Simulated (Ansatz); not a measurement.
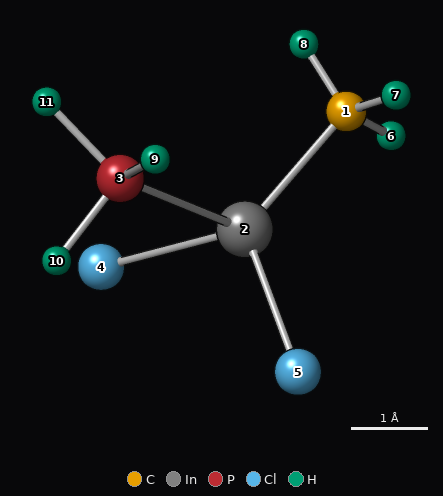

The structure (ball-and-stick view, seen at a tilt; atoms are numbered from 1 in the order of the input). Sticks mark near contacts.

## Run report: CH₆Cl₂InP, phonon calculation

The run: phonon calculation of CH₆Cl₂InP, SMILES [CH3][In-]([PH3+])([Cl])[Cl]. Method and program: RKS PBE0-D4/def2-TZVP (Ansatz 0.2.0).

The geometry comes from this level: PBE0-D4/def2-TZVP. Figures and captions count atoms from 1; the log counts them from 0 in places.

## The input
```yaml
crystal:
  periodic: [false, false, false]
  atoms:
    - {symbol: C, position_ang: [-2.075963, 0.146952, 0.717033]}
    - {symbol: In, position_ang: [-0.546453, 0.332516, -0.757726]}
    - {symbol: P, position_ang: [1.935161, -0.406366, 0.172577]}
    - {symbol: Cl, position_ang: [-0.310018, -1.228590, -2.513616]}
    - {symbol: Cl, position_ang: [0.350767, 2.430066, -1.367097]}
    - {symbol: H, position_ang: [-3.032372, 0.418029, 0.269923]}
    - {symbol: H, position_ang: [-1.866274, 0.817074, 1.550089]}
    - {symbol: H, position_ang: [-2.124296, -0.883052, 1.069020]}
    - {symbol: H, position_ang: [2.616146, 0.288396, 1.193598]}
    - {symbol: H, position_ang: [2.867660, -0.245484, -0.868617]}
    - {symbol: H, position_ang: [2.251041, -1.726440, 0.555318]}
basis:
  gaussian: {orbitals: def2-TZVP}
hamiltonian: {xc: pbe0, dispersion: d4}
phonons: {temperatures: {t_min: 298.15, t_max: 900, t_step: 200}}
```

Machine: 8 threads of Arm Neoverse V1, 23 GiB of memory available, shared host.

Launched with:
```bash
ansatz run in.yaml --threads 8 --pin off --events-out ev --progress --plain --max-ram 18278MiB
```

## Log
```
Functional definition: PBE0
  name "PBE0"
  cite "Adamo & Barone, J. Chem. Phys. 110, 6158 (1999) doi:10.1063/1.478522"
  cite "Perdew, Burke & Ernzerhof, Phys. Rev. Lett. 77, 3865 (1996) doi:10.1103/PhysRevLett.77.3865"
  parent pbe
  parameter a = 0.25
  parameter kappa = 0.804
  parameter beta = 0.06672455060314922
  exchange = (1 - a)*pbe_x(kappa = kappa, mu = beta*pi^2/3) + a*exact_x
  correlation = pbe_c(beta = beta)
1743 factors; their error is unknown
mean field evaluation 1: about -40626.8193 eV, gradient 5.6e1 eV
mean field evaluation 2: about -40622.0617 eV, gradient 6.7e1 eV
mean field evaluation 4: about -40634.1202 eV, gradient 3.2e0 eV
mean field evaluation 8: about -40634.1436 eV, gradient 4.4e-2 eV
mean field evaluation 16: about -40634.2625 eV, gradient 1.6e-4 eV
mean field -40634.26246172 eV, -1493.2816025759 hartree, gradient 1.6e-5 eV, S^2 0.000000; 0 other end points of the search recorded, 0 dependent functions left out
the calculation of the forces begins
reference -40634.26250988 eV, -1493.2816043459 hartree; 41, 41 occupied and 187, 187 virtual orbitals, 1743 factors
these checks for a lower state are left out or cut short: stability, starts, cluster_reference, orbital_swaps, neighbouring_geometries, increment
1743 factors; their error is unknown
mean field -40634.26228703 eV, -1493.2815961563 hartree, gradient 2.6e-6 eV, S^2 0.000000; 0 other end points of the search recorded, 0 dependent functions left out
[... from here on the field's lines of each further geometry are left out, up to the last ...]
the calculation of the forces begins
reference -40634.26250424 eV, -1493.2816041385 hartree; 41, 41 occupied and 187, 187 virtual orbitals, 1743 factors
these checks for a lower state are left out or cut short: stability, starts, cluster_reference, orbital_swaps, neighbouring_geometries, increment
1743 factors; their error is unknown
mean field -40634.26244330 eV, -1493.2816018990 hartree, gradient 1.5e-6 eV, S^2 0.000000; 0 other end points of the search recorded, 0 dependent functions left out
the calculation of the forces begins
reference -40634.26249146 eV, -1493.2816036689 hartree; 41, 41 occupied and 187, 187 virtual orbitals, 1743 factors
Total energy: -40634.53317120 eV, -1493.2915509658 hartree
Atom 0 at    -2.075963     0.146952     0.717033 Å, force    -0.002100     0.000076     0.001230 eV/Å
Atom 1 at    -0.546453     0.332516    -0.757726 Å, force    -0.000312     0.000599     0.001386 eV/Å
Atom 2 at     1.935161    -0.406366     0.172577 Å, force     0.001434    -0.002376    -0.000129 eV/Å
Atom 3 at    -0.310018    -1.228590    -2.513616 Å, force     0.000491     0.000084     0.001049 eV/Å
Atom 4 at     0.350767     2.430066    -1.367097 Å, force    -0.000218     0.000910    -0.000487 eV/Å
Atom 5 at    -3.032372     0.418029     0.269923 Å, force     0.003177    -0.001248     0.002665 eV/Å
Atom 6 at    -1.866274     0.817074     1.550089 Å, force    -0.001009    -0.003638    -0.003486 eV/Å
Atom 7 at    -2.124296    -0.883052     1.069020 Å, force    -0.000534     0.004734    -0.001441 eV/Å
Atom 8 at     2.616146     0.288396     1.193598 Å, force    -0.001380    -0.000017    -0.001020 eV/Å
Atom 9 at     2.867660    -0.245484    -0.868617 Å, force    -0.000101    -0.000219     0.000362 eV/Å
Atom 10 at     2.251041    -1.726440     0.555318 Å, force     0.000551     0.001095    -0.000129 eV/Å
Dipole moment:     0.393053    -0.373235     0.964086 e Å
Vibrations: 37.27 57.37 60.38 94.57 94.77 101.40 107.46 168.67 328.99 335.70 336.51 343.90 523.67 728.07 742.14 970.82 1111.94 1112.18 1196.11 1448.92 1450.92 2466.39 2486.12 2505.45 3071.51 3170.08 3175.41 cm⁻¹, zero-point energy 1.749834 eV
```

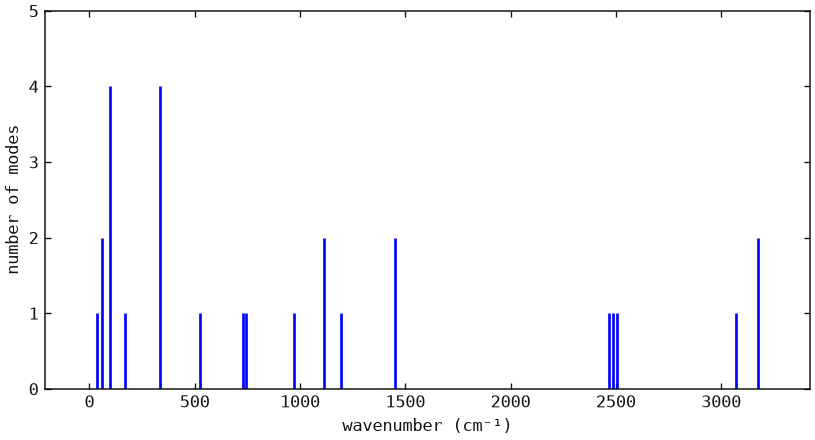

Harmonic vibrational wavenumbers from the force constants; neighbouring modes closer than 14 cm⁻¹ are counted in one stick. 27 modes from 37 to 3175 cm⁻¹, none imaginary.

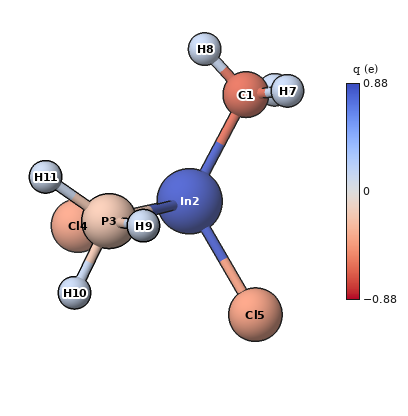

Mulliken charges, as the colour of each atom (ball-and-stick view, seen at a tilt; atoms are numbered from 1 in the order of the input). By element: C −0.63, In +0.84, P −0.19, Cl −0.44 and H +0.12 to +0.16 e.

## Results in brief

| quantity | value |
| --- | --- |
| outcome | converged |
| total energy | −40634.5332 eV |
| mean-field energy | −40634.2625 eV |
| dispersion energy | −0.2707 eV |
| largest force (length of the vector) | 0.005 eV/Å |
| dipole moment | 5.31 D |
| wall time | 2.6 min (CPU time 19 min) |
| peak memory | 0.87 GiB |
